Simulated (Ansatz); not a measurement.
# wB97M-V/STO-3G run of [HO2]− (hydroperoxide(1-))

What is the vertical ionisation energy of [HO2]− (hydroperoxide(1-)) at wB97M-V/STO-3G? 

Program for the calculation: Ansatz 0.2.0.

10 further runs of the same task are left out: 9 that didn't finish, 1 set aside as unsound or not needed.

**1. The molecule**

[HO2]− has 3 atoms, charge -1, and is taken as a singlet. SMILES: `[O-]O`. The coordinates come from a PBE0-D4/def2-TZVPD relaxation.

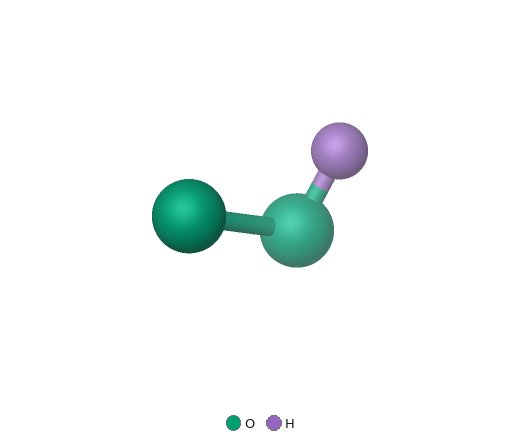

Viewed from a chosen angle; oxygen teal, hydrogen purple.

**2. A single-point energy at wB97M-V/STO-3G**

File input.yaml:

```yaml
crystal:
  periodic: [false, false, false]
  atoms:
    - symbol: O
      position_ang: [-0.357760, 1.025590, -0.080830]
    - symbol: O
      position_ang: [-0.242260, -0.445880, -0.180750]
    - symbol: H
      position_ang: [0.600030, -0.579720, 0.261570]
basis:
  gaussian:
    orbitals: STO-3G
total_charge: -1
hamiltonian:
  xc: {name: wB97M-V}
accuracy: high
```

The run is started by

```bash
$ ansatz run input.yaml --threads 1 --pin off --max-ram 3480MiB --events-out events.jsonl --progress --plain --runs-dir runs
```

Standard output:

```text
Warning: RAYON_NUM_THREADS=1 ignored (pool sized by the plan → 1); use --threads N
Functional definition: wB97M-V
  name "wB97M-V"
  parameter omega = 0.3/bohr
  parameter cx = 0.15
  parameter cx01 = 1.007
  parameter cx10 = 0.259
  parameter css00 = 0.443
  parameter css04 = -1.437
  parameter css10 = -4.535
  parameter css20 = -3.390
  parameter css43 = 4.278
  parameter cos00 = 1.000
  parameter cos10 = 1.358
  parameter cos20 = 2.924
  parameter cos21 = -8.812
  parameter cos60 = -1.390
  parameter cos61 = 9.142
  parameter b = 6.0
  parameter c = 0.01
  gx(w, u) = 1 - cx + cx01*u + cx10*w
  gss(w, u) = css00 + css04*u^4 + css10*w + css20*w^2 + css43*w^4*u^3
  gos(w, u) = cos00 + cos10*w + (cos20 + cos21*u)*w^2 + (cos60 + cos61*u)*w^6
  exchange = spin_sum(e_x_unif_sr(omega)*gx(b97_w, b97_u_x)) + cx*exact_x_sr(omega) + exact_x_lr(omega)
  correlation = spin_sum(e_c_pw_mod_same_spin*gss(b97_w, b97_u_same))
      + integral(e_c_pw_mod_opposite_spin*gos(b97_w_opposite, b97_u_opposite)) + vv10(b, c)
168 factors; integrals over basis functions are off by at most 4.4e-8 eV
90 factors; integrals over basis functions are off by at most 5.4e-10 eV
mean field evaluation 1: about -4041.4530 eV, gradient 2.4e1 eV
mean field evaluation 2: about -4043.1969 eV, gradient 1.2e1 eV
mean field evaluation 4: about -4043.6500 eV, gradient 8.7e-2 eV
mean field evaluation 8: about -4043.6455 eV, gradient 7.4e-4 eV
mean field evaluation 16: about -4043.6455 eV, gradient 1.2e-7 eV
mean field -4043.64545558 eV, -148.6012296111 hartree, gradient 6.6e-9 eV, S^2 0.000000; 0 other end points of the search recorded, 0 dependent functions left out
reference -4043.64545687 eV, -148.6012296588 hartree; 9, 9 occupied and 2, 2 virtual orbitals, 168 factors
Total energy: -4043.64545687 eV, -148.6012296588 hartree
```

Wall time 6.9 s (1 thread of Arm Neoverse V1, shared host); peak memory 0.17 GiB.

**3. Doublet neutral HO2 at the same level**

File run.yaml:

```yaml
crystal:
  periodic: [false, false, false]
  atoms:
    - {symbol: O, position_ang: [-0.357760, 1.025590, -0.080830]}
    - {symbol: O, position_ang: [-0.242260, -0.445880, -0.180750]}
    - {symbol: H, position_ang: [0.600030, -0.579720, 0.261570]}
basis:
  gaussian:
    orbitals: STO-3G
magnetization:
  spin_polarized: true
  initial_magnetization: 1
hamiltonian:
  xc: {name: wB97M-V}
accuracy: high
```

The run is started by

```bash
$ ansatz run run.yaml --threads 1 --pin off --max-ram 3480MiB --events-out events.jsonl --progress --plain --runs-dir runs
```

Standard output, shortened:

```text
Warning: RAYON_NUM_THREADS=1 ignored (pool sized by the plan → 1); use --threads N
Functional definition: wB97M-V
  name "wB97M-V"
[...]
  gx(w, u) = 1 - cx + cx01*u + cx10*w
  gss(w, u) = css00 + css04*u^4 + css10*w + css20*w^2 + css43*w^4*u^3
  gos(w, u) = cos00 + cos10*w + (cos20 + cos21*u)*w^2 + (cos60 + cos61*u)*w^6
[...]
      + integral(e_c_pw_mod_opposite_spin*gos(b97_w_opposite, b97_u_opposite)) + vv10(b, c)
168 factors; integrals over basis functions are off by at most 4.4e-8 eV
90 factors; integrals over basis functions are off by at most 5.4e-10 eV
[...]
mean field -4049.95512645 eV, -148.8331057388 hartree, gradient 3.2e-8 eV, S^2 0.752804; 1 other end points of the search recorded, 0 dependent functions left out
reference -4049.95512772 eV, -148.8331057855 hartree; 9, 8 occupied and 2, 3 virtual orbitals, 168 factors
Total energy: -4049.95512772 eV, -148.8331057855 hartree
```

It took 11 s on 1 thread of Arm Neoverse V1, shared host; peak memory 0.3 GiB.

**4. Results**

At wB97M-V/STO-3G:

| quantity | value |
| --- | --- |
| singlet [HO2]−: total energy | -148.60123 Eh |
| doublet neutral HO2: total energy | -148.83311 Eh |
| doublet neutral HO2: ⟨S²⟩ | 0.753 |
| vertical detachment energy (to the doublet neutral) | -6.310 eV |

The species is unbound against losing an electron at this level, by 6.31 eV (−609 kJ/mol); missing correlation or diffuse functions can give that sign where the real anion is bound. In a minimal basis such a difference can be off by several eV, whatever the method.
